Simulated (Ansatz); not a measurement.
**ROBCCD(T)/jorge-TZP (density fitting with def2-universal-jkfit, def2-TZVP-rifit for correlation) run of BNH3 (SMILES B[NH])**

What is the energy difference between two shapes of BNH3 at ROBCCD(T)/jorge-TZP (density fitting with def2-universal-jkfit, def2-TZVP-rifit for correlation)? 

The results are computed with Ansatz 0.2.0.

6 further runs of the same task are left out: 2 that didn't finish, 4 set aside as unsound or not needed.

### 1 Starting point

BNH3: 5 atoms, total charge 0, spin state doublet. As SMILES, `B[NH]`. Geometry: relaxed at PBE0-D4/def2-TZVP.

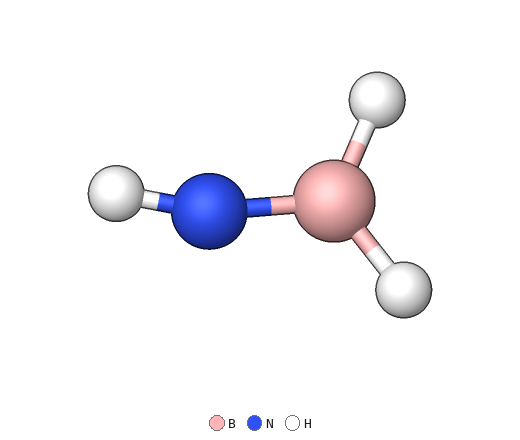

Viewed from a chosen angle; boron pink, nitrogen blue, hydrogen white.

### 2 A single-point energy at ROBCCD(T)/jorge-TZP (density fitting with def2-universal-jkfit, def2-TZVP-rifit for correlation)

File input.yaml:

```yaml
basis:
  gaussian:
    orbitals: jorge-TZP.json
    fitting: {mean_field: def2-universal-jkfit, correlation: def2-TZVP-rifit.json}
crystal:
  periodic: [false, false, false]
  atoms:
    - {symbol: B, position_ang: [-0.310800, -0.370100, -0.091600]}
    - {symbol: N, position_ang: [0.531200, 0.655200, -0.019800]}
    - {symbol: H, position_ang: [-0.414800, -1.107400, 0.862500]}
    - {symbol: H, position_ang: [-0.964100, -0.573100, -1.081900]}
    - {symbol: H, position_ang: [1.208400, 1.321700, 0.289300]}
total_charge: 0
magnetization:
  spin_polarized: false
  initial_magnetization: 1
correlation:
  method: bccd_t
output: {orbitals: {seedname: orbitals}}
```

The basis set jorge-TZP is read from a file made from the Basis Set Exchange's data (not shown).

On the command line:

```
$ ansatz run input.yaml --threads 1 --pin off --max-ram 2610MiB --events-out events.jsonl --progress --plain --runs-dir runs
```

The program printed:

```text
Warning: RAYON_NUM_THREADS=1 ignored (pool sized by the plan → 1); use --threads N
Functional definition: HF
  name "HF"
  exchange = exact_x
  correlation = 0
206 factors; integrals over basis functions are off by at most 1.7e0 eV
197 factors; integrals over basis functions are off by at most 8.0e-1 eV
mean field evaluation 1: about -2197.0287 eV, gradient 3.0e1 eV
mean field evaluation 2: about -2198.5006 eV, gradient 2.6e1 eV
mean field evaluation 4: about -2200.4272 eV, gradient 1.9e0 eV
mean field evaluation 8: about -2200.4549 eV, gradient 2.0e-6 eV
mean field evaluation 16: about -2200.3193 eV, gradient 2.4e0 eV
mean field evaluation 32: about -2198.8751 eV, gradient 3.3e-1 eV
mean field -2200.45486557 eV, -80.8652247878 hartree, gradient 2.0e-6 eV, S^2 0.750000; 5 other end points of the search recorded, 0 dependent functions left out
mean field evaluation 64: about -2200.5534 eV, gradient 1.5e0 eV
determinant -2200.45486557 eV, -80.8652247878 hartree, with singles and doubles -2209.20404870 eV, -81.1867513375 hartree
determinant -2198.87624817 eV, -80.8072116683 hartree, with singles and doubles -2207.25662821 eV, -81.1151849546 hartree
2 core orbitals not correlated: weight in the atoms' cores, before any rotation towards them, 1.000 or more for the frozen orbitals, at most 0.000 for the correlated occupied ones
reference -2200.45486557 eV, -80.8652247878 hartree; 6, 5 occupied and 96, 97 virtual orbitals, 197 factors
second order -7.72477680 eV of doubles, -0.09598528 eV of singles
cycle   1  -8.62210795 eV  change   -7.5e-1 eV  update   2.5e-2
cycle   2  -8.64221959 eV  change   -2.0e-2 eV  update   8.0e-3
cycle   3  -8.63772356 eV  change    4.5e-3 eV  update   5.3e-3
cycle   4  -8.63520978 eV  change    2.5e-3 eV  update   2.9e-3
cycle   5  -8.63567915 eV  change   -4.7e-4 eV  update   1.5e-3
cycle   6  -8.63506116 eV  change    6.2e-4 eV  update   6.4e-4
cycle   7  -8.63534791 eV  change   -2.9e-4 eV  update   1.7e-4
cycle   8  -8.63537148 eV  change   -2.4e-5 eV  update   8.3e-5
cycle   9  -8.63535918 eV  change    1.2e-5 eV  update   3.4e-5
cycle  10  -8.63535313 eV  change    6.0e-6 eV  update   1.4e-5
cycle  11  -8.63535956 eV  change   -6.4e-6 eV  update   5.9e-6
perturbative correction -0.34414153 eV, -0.0126469680 hartree
Total energy: -2209.43436666 eV, -81.1952153664 hartree
```

It took 23 s on 1 thread of AMD EPYC 7R43 (Zen 3), shared host; peak memory 0.7 GiB.

### 3 The distorted shape, same level

File input.yaml:

```yaml
basis:
  gaussian:
    orbitals: jorge-TZP.json
    fitting: {mean_field: def2-universal-jkfit, correlation: def2-TZVP-rifit.json}
crystal:
  periodic: [false, false, false]
  atoms:
    - {symbol: B, position_ang: [-0.280549, -0.231168, -0.066990]}
    - {symbol: N, position_ang: [0.632882, 0.685518, 0.068332]}
    - {symbol: H, position_ang: [-0.428886, -0.955238, 0.960521]}
    - {symbol: H, position_ang: [-1.068515, -0.492401, -0.932689]}
    - {symbol: H, position_ang: [1.205863, 1.387785, 0.175904]}
total_charge: 0
magnetization:
  spin_polarized: false
  initial_magnetization: 1
correlation:
  method: bccd_t
output: {orbitals: {seedname: orbitals}}
```

The basis set jorge-TZP is read from a file made from the Basis Set Exchange's data (not shown).

On the command line:

```
$ ansatz run input.yaml --threads 1 --pin off --max-ram 2610MiB --events-out events.jsonl --progress --plain --runs-dir runs
```

The program printed:

```text
Warning: RAYON_NUM_THREADS=1 ignored (pool sized by the plan → 1); use --threads N
Functional definition: HF
  name "HF"
  exchange = exact_x
  correlation = 0
206 factors; integrals over basis functions are off by at most 1.7e0 eV
197 factors; integrals over basis functions are off by at most 8.2e-1 eV
mean field evaluation 1: about -2196.2304 eV, gradient 3.3e1 eV
mean field evaluation 2: about -2197.5673 eV, gradient 3.0e1 eV
mean field evaluation 4: about -2199.9897 eV, gradient 2.6e0 eV
mean field evaluation 8: about -2200.0667 eV, gradient 1.4e-6 eV
mean field evaluation 16: about -2198.7129 eV, gradient 2.6e0 eV
mean field evaluation 32: about -2198.2051 eV, gradient 5.9e0 eV
mean field -2200.06674388 eV, -80.8509615788 hartree, gradient 1.4e-6 eV, S^2 0.750000; 3 other end points of the search recorded, 0 dependent functions left out
mean field evaluation 64: about -2200.2292 eV, gradient 9.0e-1 eV
determinant -2200.06674388 eV, -80.8509615788 hartree, with singles and doubles -2208.83910825 eV, -81.1733400232 hartree
determinant -2198.30698834 eV, -80.7862917554 hartree, with singles and doubles -2206.63602760 eV, -81.0923783025 hartree
2 core orbitals not correlated: weight in the atoms' cores, before any rotation towards them, 1.000 or more for the frozen orbitals, at most 0.000 for the correlated occupied ones
reference -2200.06674388 eV, -80.8509615788 hartree; 6, 5 occupied and 96, 97 virtual orbitals, 197 factors
second order -7.72704166 eV of doubles, -0.10290441 eV of singles
cycle   1  -8.65224018 eV  change   -7.6e-1 eV  update   2.8e-2
cycle   2  -8.67272014 eV  change   -2.0e-2 eV  update   9.3e-3
cycle   3  -8.66895116 eV  change    3.8e-3 eV  update   6.3e-3
cycle   4  -8.66460389 eV  change    4.3e-3 eV  update   3.7e-3
cycle   5  -8.66546006 eV  change   -8.6e-4 eV  update   1.8e-3
cycle   6  -8.66460092 eV  change    8.6e-4 eV  update   8.0e-4
cycle   7  -8.66491653 eV  change   -3.2e-4 eV  update   2.2e-4
cycle   8  -8.66496488 eV  change   -4.8e-5 eV  update   1.0e-4
cycle   9  -8.66494927 eV  change    1.6e-5 eV  update   4.5e-5
cycle  10  -8.66494477 eV  change    4.5e-6 eV  update   1.9e-5
cycle  11  -8.66495439 eV  change   -9.6e-6 eV  update   8.8e-6
perturbative correction -0.34901739 eV, -0.0128261525 hartree
Total energy: -2209.08071566 eV, -81.1822189319 hartree
```

Wall time 23 s (1 thread of AMD EPYC 7R43 (Zen 3), shared host); peak memory 0.7 GiB.

### 4 Outcome

Level: ROBCCD(T)/jorge-TZP (density fitting with def2-universal-jkfit, def2-TZVP-rifit for correlation), 2 core orbitals frozen.

```
                                                    quantity         value
                                   first shape: total energy  -81.19522 Eh
    first shape: correlation energy (2 core orbitals frozen)    -330.0 mEh
                                 first shape: (T) correction    -12.65 mEh
              first shape: ⟨S²⟩ of the reference determinant         0.750
                               distorted shape: total energy  -81.18222 Eh
distorted shape: correlation energy (2 core orbitals frozen)    -331.3 mEh
                             distorted shape: (T) correction    -12.83 mEh
          distorted shape: ⟨S²⟩ of the reference determinant         0.750
                      energy change with the atoms displaced      0.354 eV
```

**Reading.** With the atoms displaced the energy rises by 0.35 eV (34.1 kJ/mol). The first shape isn't relaxed at this level, so the change isn't measured from a minimum. The triples (first shape) make up 3.8 % of the correlation energy. The triples (distorted shape) make up 3.9 % of the correlation energy.
